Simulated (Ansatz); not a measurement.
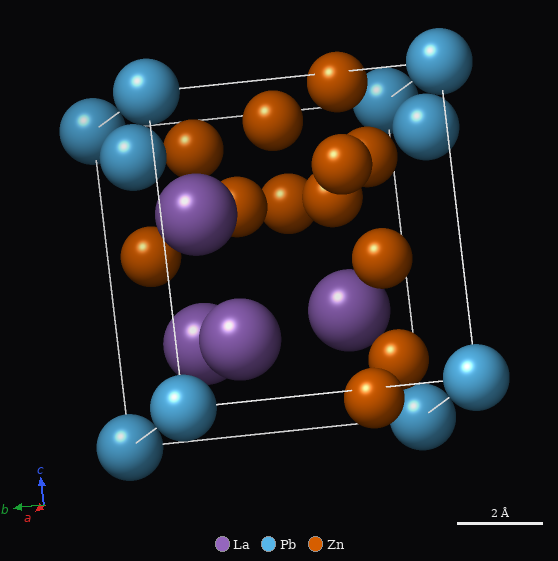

The crystal in a spheres-only representation, seen from a general direction. Thin lines show the simulation cell, with boundary atoms drawn in all their periodic places.

Its composition is La₂Zn₅Pb. The structure is triclinic, space group P1. The atoms show no order inside the cell. The cell has 16 atoms, namely 4 La, 10 Zn, 2 Pb.

The structure is a made-up disordered cell; no relaxation was done. It was run through Ansatz as a DFT input.

At this level of theory the cell isn't at rest (forces up to 2.3 eV/Å), so its distances can differ from those at equilibrium, the more so the softer the solid.
